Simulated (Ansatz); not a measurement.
**H6N2Si···H2: density, localisation and related maps**

Input

```
crystal:
  periodic: [false, false, false]
  atoms:
    - {symbol: Si, position_ang: [-0.481237, -0.954532, -0.148993]}
    - {symbol: H, position_ang: [0.325673, 2.947749, 0.695941]}
    - {symbol: H, position_ang: [-0.336364, -2.413566, -0.427527]}
    - {symbol: H, position_ang: [-1.938445, -0.650201, -0.046573]}
    - {symbol: N, position_ang: [0.469221, -0.713601, 1.251919]}
    - {symbol: H, position_ang: [0.282476, 2.387938, 0.199982]}
    - {symbol: N, position_ang: [0.065505, 0.129594, -1.359180]}
    - {symbol: H, position_ang: [0.638477, -1.470722, 1.892107]}
    - {symbol: H, position_ang: [0.524048, 0.184772, 1.702979]}
    - {symbol: H, position_ang: [-0.567198, 0.447446, -2.074637]}
    - {symbol: H, position_ang: [1.017946, 0.105021, -1.685920]}
basis:
  gaussian: {orbitals: def2-TZVPP}
hamiltonian: {xc: pbe0, dispersion: d4}
output: {orbitals: {seedname: orbitals}}
```

Launched as:

```sh
ansatz run in.yaml --threads 4 --pin off --events-out ev --progress --plain --max-ram 9574MiB
```

The product side of a reaction path; geometry: PBE0-D4/def2-TZVP.

Theory: RKS PBE0-D4/def2-TZVPP in Ansatz 0.2.0.

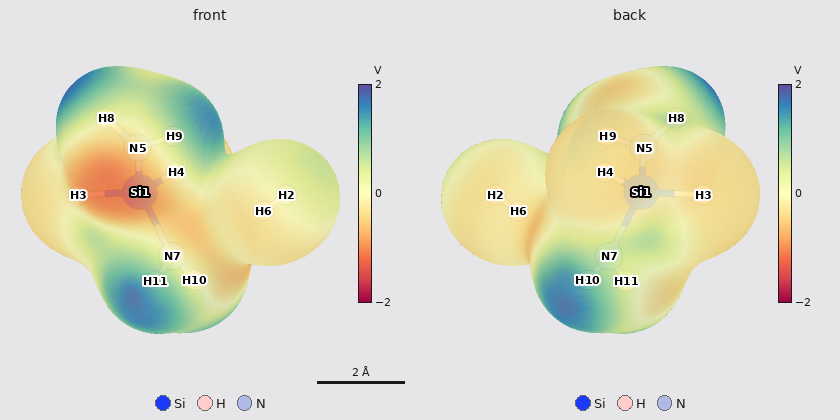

Figure 1. The electrostatic potential painted on the density surface at 0.002 e/bohr³, seen from the front and from behind; the colour scale runs from red (negative) to blue (positive).

Where is the surface potential most negative and most positive?

The most negative region (about −1.1 V) lies over N5, the most positive (about +1.7 V) over H8, H10 and H11. N5 is the likeliest acceptor of a hydrogen bond.

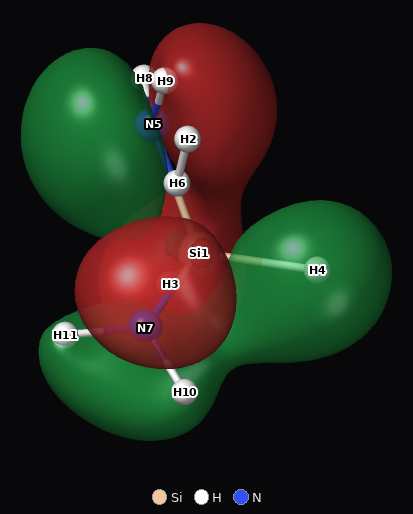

Figure 2. The HOMO at ±0.08 Å⁻³ᐟ² (green and red are the two phases), seen at an oblique angle.

Where does this orbital lie, and at what energy?

By Hirshfeld shares it lies mainly on N5 (about 35 %), N7 (about 25 %), Si1 (about 15 %), H4 (about 10 %) and H3 (about 5 %). Its energy is −7.25 eV.

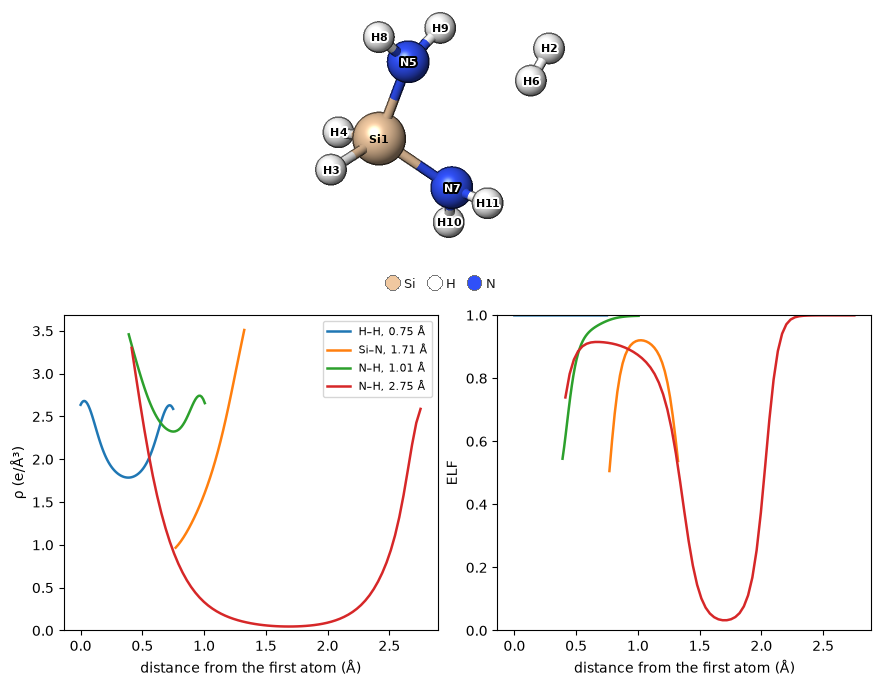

Figure 3. Electron density and electron localisation function along straight lines between neighbouring atoms. The curves leave out the atomic cores. The structure is drawn too.

Compare the contacts.

H–H (0.75 Å): ρ is about 1.8 e/Å³ halfway; the ELF peaks at about 1 between the atoms.
Si–N (1.71 Å): ρ is about 1.1 e/Å³ halfway; the ELF peaks at about 0.90 between the atoms; a shared but strongly polarised pair.
N–H (1.01 Å): ρ is about 2.9 e/Å³ halfway; the ELF climbs to about 1 towards the hydrogen, as it does in any bond to H: an ordinary covalent bond to hydrogen.
N7···H6 (2.75 Å): the density falls to about 0.05 e/Å³ on the way; the ELF dips to about 0.05 between them: a non-bonded, intermolecular contact.
